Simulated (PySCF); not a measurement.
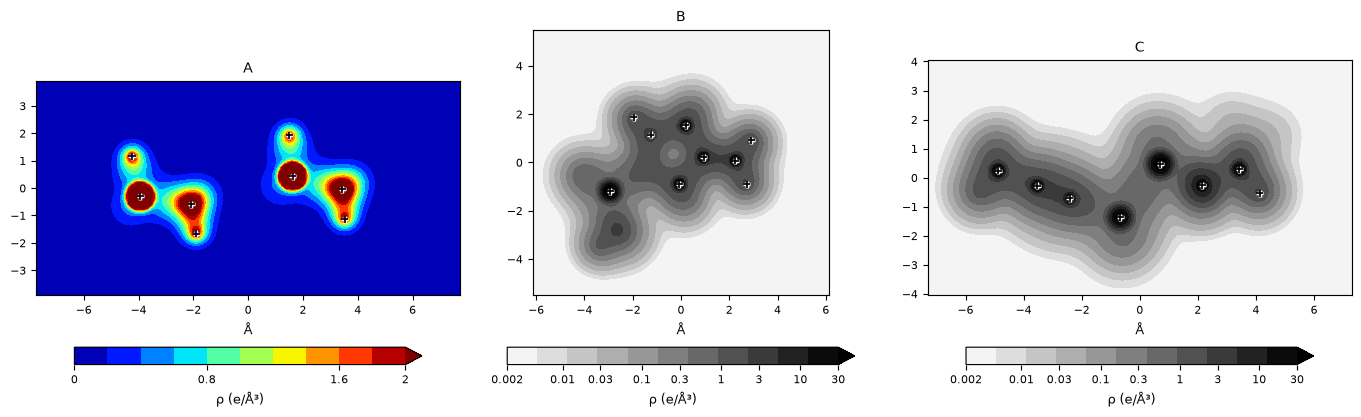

The electron density of 3 systems, each on a plane through atoms (crosses mark nuclei in the plane).

All numbers below come from PBE0/pcSseg-1, SCF density, gas phase, non-relativistic in PySCF.

System 1: C5H12OSi2, the plane of atoms O6, C7 and H16. Geometry: GFN2-xTB.

```yaml
atoms:
  - { symbol: C, position_ang: [4.8493, 1.0428, -0.4067] }
  - { symbol: C, position_ang: [3.6059, 0.3318, -0.6152] }
  - { symbol: C, position_ang: [2.5685, -0.2584, -0.7847] }
  - { symbol: Si, position_ang: [0.9694, -1.1450, -1.0370] }
  - { symbol: Si, position_ang: [-0.5568, -0.1474, 0.3538] }
  - { symbol: O, position_ang: [-1.9230, -0.8738, -0.1443] }
  - { symbol: C, position_ang: [-3.2105, -0.7839, 0.3861] }
  - { symbol: C, position_ang: [-3.8148, 0.6026, 0.2261] }
  - { symbol: H, position_ang: [5.5054, 0.9083, -1.2665] }
  - { symbol: H, position_ang: [5.3515, 0.6622, 0.4827] }
  - { symbol: H, position_ang: [4.6541, 2.1072, -0.2741] }
  - { symbol: H, position_ang: [0.6791, -1.0572, -2.4790] }
  - { symbol: H, position_ang: [1.2477, -2.5663, -0.7602] }
  - { symbol: H, position_ang: [-0.3836, -0.3763, 1.8008] }
  - { symbol: H, position_ang: [-0.6618, 1.3195, 0.2460] }
  - { symbol: H, position_ang: [-3.8199, -1.5230, -0.1460] }
  - { symbol: H, position_ang: [-3.1849, -1.0566, 1.4487] }
  - { symbol: H, position_ang: [-3.2394, 1.3275, 0.7965] }
  - { symbol: H, position_ang: [-4.8417, 0.6033, 0.5818] }
  - { symbol: H, position_ang: [-3.7996, 0.8934, -0.8215] }
```

System 2: C3H16Si4 (SMILES [SiH3]C[SiH2]C[SiH2]C[SiH3]), the plane of atoms Si7, C6 and H20. Geometry: PBE0-D3(BJ)/def2-SVP.

```xyz
23

Si   -4.2400    0.2753   -0.1567
C    -2.9154    1.2950    0.7055
Si   -1.2571    0.4312    0.9337
C    -0.5223   -0.1186   -0.7078
Si    1.1480   -0.9805   -0.6004
C     2.4763    0.1588    0.0947
Si    4.2025   -0.5832    0.1729
H    -5.5467    1.0021   -0.1921
H    -3.8366   -0.0258   -1.5656
H    -4.4397   -1.0245    0.5566
H    -3.2928    1.5871    1.7011
H    -2.7594    2.2291    0.1382
H    -1.4433   -0.7648    1.8156
H    -0.3062    1.3593    1.6269
H    -0.4243    0.7598   -1.3704
H    -1.2320   -0.8069   -1.2000
H     1.5671   -1.4465   -1.9612
H     1.0269   -2.1888    0.2761
H     2.1827    0.4741    1.1109
H     2.5160    1.0732   -0.5233
H     5.1826    0.3956    0.7387
H     4.6654   -0.9729   -1.1949
H     4.2075   -1.8046    1.0362
```

System 3: C6H13NSi (SMILES C=C1CC[C@H]([SiH2]N)C1), the plane of atoms C1, C2 and C3. Geometry: GFN2-xTB.

```xyz
21

C    -2.6002    1.4375    0.6482
C    -1.6597    0.5802    0.2939
C    -1.8959   -0.7839   -0.3005
C    -0.5136   -1.4411   -0.3090
C     0.4502   -0.2672   -0.4873
Si    2.2554   -0.6749   -0.0690
N     3.0796    0.8373   -0.0186
C    -0.1765    0.8103    0.4023
H    -2.3596    2.4068    1.0518
H    -3.6481    1.2060    0.5533
H    -2.2722   -0.6736   -1.3218
H    -2.6350   -1.3539    0.2639
H    -0.3315   -1.9277    0.6516
H    -0.4079   -2.1911   -1.0925
H     0.3700    0.0695   -1.5274
H     2.7642   -1.6513   -1.0490
H     2.3824   -1.2265    1.2820
H     2.8852    1.5277   -0.7257
H     4.0617    0.8434    0.2017
H     0.1088    1.8202    0.1098
H     0.1337    0.6693    1.4417
```

Which map belongs to which system?

Answer. Panel A is system 2, C3H16Si4: the plane holds C, Si and H. C–Si (1.88 Å): the density is about 0.92 e/Å³ at the midpoint. Panel B is system 3, C6H13NSi: the plane holds C, Si and H. C–C (1.32 Å): the density is about 2.3 e/Å³ at the midpoint. Panel C is system 1, C5H12OSi2: the plane holds C, Si, O and H. C–C (1.21 Å): ρ at the midpoint is about 2.7 e/Å³.
